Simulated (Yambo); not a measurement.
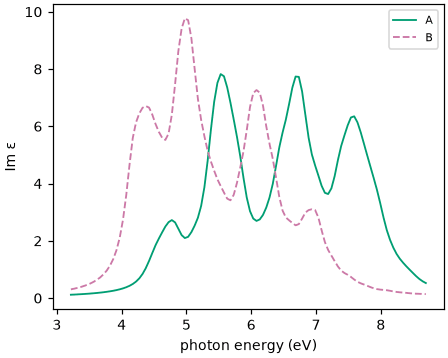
Figure. Two computed absorption spectra of KTaO₃ (cubic perovskite, space group Pm-3m, No. 221) (Yambo, LDA bands with the same scissor, field along x)

Which curve includes the electron-hole attraction (BSE)?

Curve B: the attraction moves weight to lower energy (centre of the plotted range 5.4 eV against 6.4 eV). Settings: 8×8×8 mesh, 9 valence and 3 conduction bands, static screening with 41 bands and a 3 Ry block, scissor 1.71 eV, Tamm-Dancoff. The scissor comes from a G0W0 run whose convergence isn't established. Broadening 0.15 eV. The band window holds all transitions up to 8.7 eV. On this mesh the peak heights and the fine structure are mesh artefacts; only the shift of weight is robust.

Spin-orbit coupling is not included.

Geometry of the Materials Project entry, not relaxed at this level; primitive cell a = b = c = 3.995 Å, α = β = γ = 90.00°.
